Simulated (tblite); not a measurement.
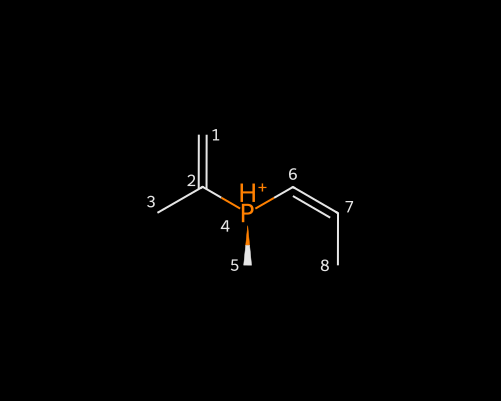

A structural formula, with wedges where it has stereocentres; small numbers name the atoms. The configuration is that of a computed structure (GFN2-xTB).

> Give the R/S and E/Z labels.

P4: R; C6=C7: Z.

> Give a SMILES with the stereochemistry.

C=C(C)[P@H+](C)/C=C\C
